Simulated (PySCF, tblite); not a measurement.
# C₄H₃BF₂OS: excited states, first hyperpolarisability

What do calculations give for the excited states, first hyperpolarisability of C₄H₃BF₂OS (`CSc1c(B(F)F)c1=O`)?

Computed with tblite 0.8.0 and PySCF 2.14.0 and routines of our own; the level stands in each step. Atoms count from 0.

## Step 1: The system as given

12 atoms, charge 0, multiplicity 1; geometry from: force field or distance geometry start.

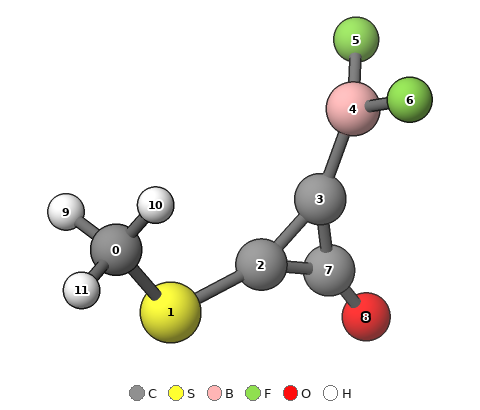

The starting geometry (carbon grey, sulfur yellow, boron pink, fluorine green, oxygen red, hydrogen white).

## Step 2: Optimising the geometry with GFN2-xTB

The job: settings as JSON, then the geometry in Å.

```
{"job": {"kind": "relax", "xc": "GFN2-xTB", "basis": "xTB"}, "charge": 0, "multiplicity": 1}
C      2.507200     0.302200     0.045400
S      1.570100    -1.086300    -0.574400
C     -0.182900    -0.926100    -0.415200
C     -1.341600    -0.227500    -0.064300
B     -2.065400     1.019200     0.561400
F     -2.839500     0.955800     1.766300
F     -2.378500     2.171300    -0.301100
C     -1.432900    -1.474100    -0.623800
O     -2.072800    -2.490900    -1.069600
H      2.767900     0.100500     1.126200
H      1.988900     1.264400     0.009300
H      3.480600     0.390900    -0.486400
```

The run is started by

```sh
> OMP_NUM_THREADS=1 python excited_run.py task.json out
```

One launch serves the whole session: the jobs run in the order shown.

Log:

```text
step      E/eV     max force
  0    -763.49647   10.020
  1    -763.17184   22.363
  2    -764.57232    2.947
  3    -764.71461    1.668
  4    -764.79586    1.236
  5    -764.83634    0.737
  6    -764.84701    0.383
  7    -764.86002    0.295
  8    -764.86654    0.432
  9    -764.87549    0.362
 10    -764.88020    0.234
 11    -764.88440    0.226
 12    -764.88856    0.310
 13    -764.89441    0.368
 14    -764.90028    0.258
 15    -764.90581    0.225
 16    -764.91170    0.263
 17    -764.91975    0.391
 18    -764.93102    0.426
 19    -764.94312    0.331
 20    -764.95048    0.250
 21    -764.95402    0.146
 22    -764.95663    0.228
 23    -764.95979    0.227
 24    -764.96349    0.189
 25    -764.96757    0.157
 26    -764.97195    0.198
 27    -764.97748    0.239
 28    -764.98557    0.315
 29    -764.99655    0.388
 30    -765.00744    0.362
 31    -765.01709    0.259
 32    -765.02256    0.293
 33    -765.02659    0.200
 34    -765.02977    0.156
 35    -765.03297    0.141
 36    -765.03500    0.141
 37    -765.03820    0.206
 38    -765.04150    0.184
 39    -765.04425    0.101
 40    -765.04508    0.071
 41    -765.04553    0.075
 42    -765.04601    0.067
 43    -765.04656    0.072
 44    -765.04688    0.060
 45    -765.04721    0.051
 46    -765.04759    0.057
 47    -765.04817    0.077
 48    -765.04885    0.085
 49    -765.04943    0.078
 50    -765.04992    0.064
 51    -765.05052    0.070
 52    -765.05134    0.104
 53    -765.05229    0.104
 54    -765.05321    0.097
 55    -765.05411    0.086
 56    -765.05516    0.098
 57    -765.05655    0.136
 58    -765.05794    0.120
 59    -765.05886    0.117
 60    -765.05860    0.189
 61    -765.05997    0.093
 62    -765.06054    0.090
 63    -765.06291    0.098
 64    -765.06415    0.106
 65    -765.06563    0.153
 66    -765.06714    0.147
 67    -765.07054    0.175
 68    -765.07385    0.128
 69    -765.07655    0.302
 70    -765.08048    0.235
 71    -765.08372    0.144
 72    -765.08737    0.373
 73    -765.08990    0.220
 74    -765.09199    0.157
 75    -765.09512    0.219
 76    -765.09629    0.088
 77    -765.09705    0.120
 78    -765.09762    0.095
 79    -765.09810    0.082
 80    -765.09946    0.140
 81    -765.10044    0.134
 82    -765.10175    0.153
 83    -765.10267    0.059
 84    -765.10338    0.147
 85    -765.10398    0.056
 86    -765.10445    0.045
 87    -765.10501    0.048
 88    -765.10542    0.063
 89    -765.10570    0.039
 90    -765.10575    0.116
 91    -765.10611    0.084
 92    -765.10637    0.035
 93    -765.10684    0.071
 94    -765.10713    0.042
 95    -765.10735    0.080
 96    -765.10754    0.036
 97    -765.10768    0.019
 98    -765.10777    0.050
 99    -765.10785    0.028
100    -765.10798    0.030
101    -765.10810    0.029
102    -765.10823    0.030
103    -765.10836    0.035
104    -765.10856    0.052
105    -765.10765    0.197
106    -765.10873    0.049
107    -765.10878    0.033
108    -765.10885    0.021
109    -765.10886    0.017
110    -765.10887    0.010
```

It took 0.52 s on 1 thread of Intel Xeon 6975P-C, shared host.

Step by step: (not every step is listed) (the energy doesn't fall at every step)

| step | energy from step 0 (eV) | largest force (eV/Å) |
| --- | --- | --- |
| 0 | 0.0000 | 10.0199 |
| 1 | 0.3246 | 22.3635 |
| 2 | -1.0758 | 2.9474 |
| 3 | -1.2181 | 1.6675 |
| 4 | -1.2994 | 1.2356 |
| 5 | -1.3399 | 0.7371 |
| 6 | -1.3505 | 0.3833 |
| 7 | -1.3635 | 0.2945 |
| 8 | -1.3701 | 0.4321 |
| 17 | -1.4233 | 0.3907 |
| 26 | -1.4755 | 0.1977 |
| 35 | -1.5365 | 0.1410 |
| 44 | -1.5504 | 0.0604 |
| 53 | -1.5558 | 0.1043 |
| 62 | -1.5641 | 0.0899 |
| 71 | -1.5872 | 0.1438 |
| 80 | -1.6030 | 0.1401 |
| 89 | -1.6092 | 0.0392 |
| 98 | -1.6113 | 0.0497 |
| 105 | -1.6112 | 0.1971 |
| 106 | -1.6123 | 0.0486 |
| 107 | -1.6123 | 0.0325 |
| 108 | -1.6124 | 0.0209 |
| 109 | -1.6124 | 0.0166 |
| 110 | -1.6124 | 0.0099 |

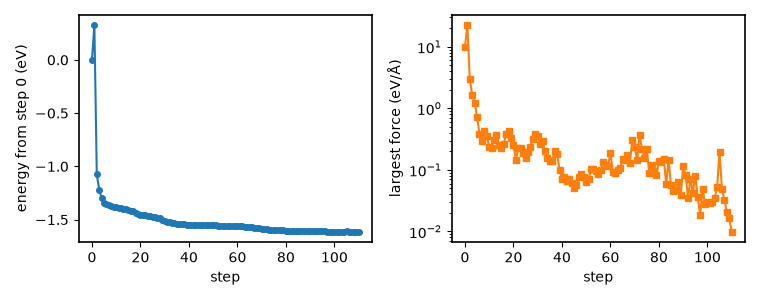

Energy and largest force along the relaxation.

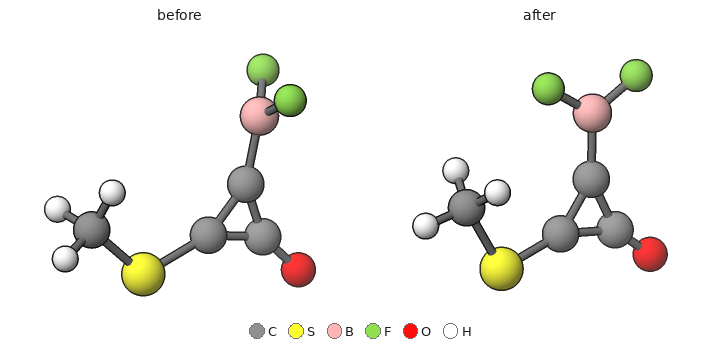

Before and after, at one scale.

Close pairs (by a distance rule), those that changed most:

| bond | before (Å) | after (Å) | change (Å) |
| --- | --- | --- | --- |
| B4–F6 | 1.473 | 1.326 | -0.147 |
| B4–F5 | 1.434 | 1.315 | -0.119 |
| S1–C2 | 1.767 | 1.669 | -0.098 |
| C7–O8 | 1.281 | 1.187 | -0.094 |
| C2–C7 | 1.381 | 1.450 | +0.069 |
| C3–C7 | 1.369 | 1.422 | +0.053 |
| C3–B4 | 1.572 | 1.521 | -0.051 |
| C0–H9 | 1.130 | 1.085 | -0.045 |

The final coordinates are the input of the step that follows.

## Step 3: Infrared spectrum with GFN2-xTB

The job: settings as JSON, then the geometry in Å.

```
{"job": {"kind": "ir", "xc": "GFN2-xTB", "basis": "xTB"}, "charge": 0, "multiplicity": 1}
C      2.034112     0.509428    -0.079265
S      1.556923    -1.115701    -0.759901
C     -0.092521    -1.123208    -0.503910
C     -1.164365    -0.391539    -0.009632
B     -1.595749     0.902935     0.662058
F     -2.849819     1.218635     0.898777
F     -0.716060     1.811242     1.061981
C     -1.432176    -1.673910    -0.563304
O     -2.136157    -2.578569    -0.873327
H      1.718956     0.570292     0.956829
H      1.563934     1.294195    -0.662515
H      3.114120     0.575512    -0.153817
```

Log:

```text
mode    cm-1     km/mol
  1      16.9      0.73
  2      72.6      1.15
  3      87.8      2.72
  4      94.1      1.07
  5     133.2      1.43
  6     137.7      7.53
  7     233.6      0.50
  8     322.6      1.08
  9     340.2      1.63
 10     370.7      8.84
 11     525.5     21.71
 12     563.3     30.73
 13     572.8    106.01
 14     580.0     33.74
 15     670.5      1.75
 16     709.5     11.30
 17     930.5      1.47
 18     945.3      3.44
 19     987.4     28.69
 20    1048.1    162.83
 21    1243.7    340.19
 22    1286.0    407.32
 23    1311.2      1.62
 24    1430.8      6.81
 25    1431.3      5.50
 26    1587.3    649.25
 27    2067.1   1088.91
 28    3051.4      0.24
 29    3061.1      0.74
 30    3072.1      0.14
```

It took 0.29 s on 1 thread of Intel Xeon 6975P-C, shared host.

The strongest bands and the atoms that carry them (share of the mass-weighted mode):

| cm⁻¹ | km/mol | atoms |
| --- | --- | --- |
| 563 | 30.7 | C7 55 %, C2 15 %, C3 13 %, O8 12 % |
| 573 | 106.0 | C7 40 %, B4 28 %, C3 22 % |
| 580 | 33.7 | S1 24 %, F6 22 %, F5 16 %, B4 12 % |
| 1048 | 162.8 | C2 44 %, C3 20 %, B4 10 % |
| 1244 | 340.2 | B4 65 %, F6 17 % |
| 1286 | 407.3 | B4 64 %, F5 20 %, C2 12 % |
| 1587 | 649.2 | C3 50 %, C2 32 % |
| 2067 | 1088.9 | C7 67 %, O8 21 % |

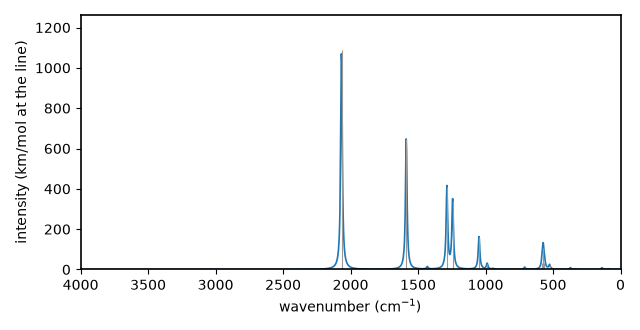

The infrared spectrum from these modes, unscaled. Lines are broadened to a width of 14 cm⁻¹ (Lorentzian).

## Step 4: Excited states: TDA PBE0/def2-SVP

Settings changed since step 3:

```diff
@@ -1,2 +1,2 @@
-{"job": {"kind": "ir", "xc": "GFN2-xTB", "basis": "xTB"}, "charge": 0, "multiplicity": 1}
+{"job": {"kind": "states", "xc": "PBE0", "basis": "def2-SVP", "tda": true, "soc": true, "nstates": 6, "ntriplets": 4, "nquad": 4}, "charge": 0, "multiplicity": 1}
 C      2.034112     0.509428    -0.079265
```

Level: TDA PBE0/def2-SVP excited states, vertical, gas phase, spin-orbit mean-field couplings.

Log:

```text
coarse grid: 12176 points
cycle   1  E = -850.8701327300  dE =  1.602e+00  |g| = 9.608e-01  |ddm| = 4.182e+00
cycle   2  E = -850.2181870989  dE =  6.519e-01  |g| = 2.033e+00  |ddm| = 3.822e+00
cycle   3  E = -851.0345243816  dE = -8.163e-01  |g| = 2.854e-01  |ddm| = 2.891e+00
cycle   4  E = -851.0497141758  dE = -1.519e-02  |g| = 9.562e-02  |ddm| = 3.863e-01
cycle   5  E = -851.0514283420  dE = -1.714e-03  |g| = 2.039e-02  |ddm| = 1.158e-01
cycle   6  E = -851.0515227754  dE = -9.443e-05  |g| = 1.091e-02  |ddm| = 4.266e-02
cycle   7  E = -851.0515534292  dE = -3.065e-05  |g| = 2.412e-03  |ddm| = 1.310e-02
cycle   8  E = -851.0515548228  dE = -1.394e-06  |g| = 4.857e-04  |ddm| = 3.774e-03
final grid: 118320 points
cycle   9  E = -851.1536379347  dE = -2.195e-05  |g| = 1.203e-02  |ddm| = 3.028e-02
cycle  10  E = -851.1535526288  dE =  8.531e-05  |g| = 2.326e-02  |ddm| = 3.783e-02
cycle  11  E = -851.1536687291  dE = -1.161e-04  |g| = 2.502e-03  |ddm| = 2.792e-02
cycle  12  E = -851.1536701902  dE = -1.461e-06  |g| = 1.715e-04  |ddm| = 2.796e-03
cycle  13  E = -851.1536701980  dE = -7.870e-09  |g| = 6.170e-05  |ddm| = 3.819e-04
cycle  14  E = -851.1536701987  dE = -6.894e-10  |g| = 3.052e-05  |ddm| = 9.090e-05
converged SCF energy = -851.1536701987

Singlet excitations
state   eV       nm        f     d(h-e)  d(exc)  Lambda  PR(NTO)  |dmu|/D   mu/D   main configurations
  1   3.3860   366.2   0.00027   1.599   3.026   0.439   1.005    3.645    3.206   H->L 0.99
  2   5.1126   242.5   0.30811   1.164   3.153   0.696   1.141    2.249    5.697   H-1->L 0.93
  3   5.7053   217.3   0.00180   0.589   2.481   0.503   1.112    1.296    3.719   H->L+2 0.90
  4   6.0085   206.3   0.00030   1.035   2.985   0.496   1.101    2.738    6.645   H-3->L 0.92
  5   6.4535   192.1   0.00986   1.418   3.426   0.573   1.563                     H-2->L 0.77, H->L+1 0.19
  6   6.5270   190.0   0.02773   2.429   3.884   0.413   1.612                     H->L+1 0.75, H-2->L 0.15

Triplet excitations (Tamm-Dancoff)
state   eV     d(h-e)  d(exc)  Lambda  PR(NTO)   main configurations
  1   2.9908   1.485   2.944   0.439   1.006   H->L 0.98
  2   3.3176   0.700   2.882   0.706   1.011   H-1->L 0.97
  3   5.2196   0.574   2.417   0.501   1.132   H->L+2 0.88
  4   5.2807   1.085   2.827   0.628   1.130   H-2->L 0.90
S1 - T1 = 0.3952 eV

Spin-orbit couplings |<S|Hso|T>| (cm-1)
             T1       T2       T3       T4
S0       16.806    1.085   39.792    2.280
S1        1.005   15.202    7.918   43.325
S2       19.243    1.160   10.277    1.422
S3        6.926    9.837    0.890   14.444
S4       34.794   67.053    4.105   67.035
S5       39.253    1.199   12.570    1.930
S6       34.183    3.262   18.618    2.202
T1 sublevels (cm-1): 0.000 0.065 0.105   radiative rates (1/s): 0.47 1.12 186
```

Run time: 13 s. Hardware: 1 thread of Intel Xeon 6975P-C, shared host; peak memory 0.62 GiB.

Key values:

| quantity | value |
| --- | --- |
| S1 less T1 | 0.40 eV |

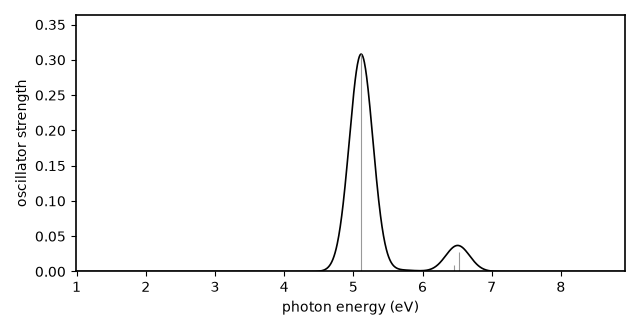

Absorption lines of the singlets. Lines are broadened to a width of 0.40 eV (Gaussian).

## Step 5: First hyperpolarisability: quadratic response B3LYP/def2-SVPD

Settings changed since step 4:

```diff
@@ -1,2 +1,2 @@
-{"job": {"kind": "states", "xc": "PBE0", "basis": "def2-SVP", "tda": true, "soc": true, "nstates": 6, "ntriplets": 4, "nquad": 4}, "charge": 0, "multiplicity": 1}
+{"job": {"kind": "beta", "xc": "B3LYP", "basis": "def2-SVPD", "wavelengths": [1550, 1064, 694.3]}, "charge": 0, "multiplicity": 1}
 C      2.034112     0.509428    -0.079265
```

Level: quadratic response B3LYP/def2-SVPD first hyperpolarisability, Taylor convention, gas phase.

Log:

```text
coarse grid: 12176 points
cycle   1  E = -851.5267637236  dE =  1.571e+00  |g| = 9.711e-01  |ddm| = 6.378e+00
cycle   2  E = -849.2035488735  dE =  2.323e+00  |g| = 2.812e+00  |ddm| = 3.640e+00
cycle   3  E = -851.5841110739  dE = -2.381e+00  |g| = 7.365e-01  |ddm| = 3.410e+00
cycle   4  E = -851.7072336694  dE = -1.231e-01  |g| = 1.147e-01  |ddm| = 8.813e-01
cycle   5  E = -851.7102083075  dE = -2.975e-03  |g| = 5.946e-02  |ddm| = 3.895e-01
cycle   6  E = -851.7108835409  dE = -6.752e-04  |g| = 3.803e-02  |ddm| = 1.731e-01
cycle   7  E = -851.7112715918  dE = -3.881e-04  |g| = 6.346e-03  |ddm| = 6.929e-02
cycle   8  E = -851.7112806303  dE = -9.038e-06  |g| = 2.159e-03  |ddm| = 1.385e-02
final grid: 118320 points
cycle   9  E = -851.8212027564  dE = -5.309e-05  |g| = 5.961e-03  |ddm| = 1.235e-01
cycle  10  E = -851.8211883055  dE =  1.445e-05  |g| = 1.013e-02  |ddm| = 2.147e-02
cycle  11  E = -851.8212102030  dE = -2.190e-05  |g| = 1.777e-03  |ddm| = 1.343e-02
cycle  12  E = -851.8212109138  dE = -7.108e-07  |g| = 3.490e-04  |ddm| = 2.745e-03
cycle  13  E = -851.8212109389  dE = -2.509e-08  |g| = 1.410e-04  |ddm| = 6.944e-04
cycle  14  E = -851.8212109431  dE = -4.209e-09  |g| = 5.347e-05  |ddm| = 2.659e-04
cycle  15  E = -851.8212109437  dE = -6.780e-10  |g| = 1.161e-05  |ddm| = 9.300e-05
converged SCF energy = -851.8212109437

Lowest singlets (eV, f): 3.2411 0.0001  4.6352 0.2185  5.4737 0.0007

First hyperpolarisability (au)
process     nm      |vector|   parallel      HRS      DR
static         -      217.51     -64.03      99.24   3.812
shg       1550.0      262.76     -58.76     118.52   3.931
eope      1550.0      230.83     -62.58          -       -
shg       1064.0      338.09     -48.53     150.08   4.082
eope      1064.0      247.78      -60.6          -       -
eope       694.3      302.95      -53.5          -       -
```

Run time: 24 s. Hardware: 1 thread of Intel Xeon 6975P-C, shared host; peak memory 0.77 GiB.

Warnings kept with the result: second harmonic within 0.3 eV of the first excitation or beyond it: left out.

## Step 6: Summary of results

| quantity | value |
| --- | --- |
| strongest single infrared mode (GFN2-xTB) | 2067 cm⁻¹, 1089 km/mol |
| zero-point energy (GFN2-xTB) | 41.3 kcal/mol |
| S1 less T1 (step 4, TDA PBE0/def2-SVP) | 0.40 eV |
| β vector (step 5, quadratic response B3LYP/def2-SVPD) | static 218, SHG 1550.0 nm 263, SHG 1064.0 nm 338 au |

What this shows: No mode is imaginary among the 30: a minimum at this level. The strongest single mode, at 2067 cm⁻¹, moves mainly C7. Unscaled tight-binding wavenumbers are off by several per cent, some by more. Its intensities can rank the bands wrongly. In step 4, the number of triplets below S1 is 2, and the largest singlet-triplet spin-orbit coupling is S4–T2, 67.05 cm⁻¹. β grows from 218 au (static) to 338 au for doubling at 1064.0 nm: normal dispersion, which grows as twice the photon energy moves toward the bright states.
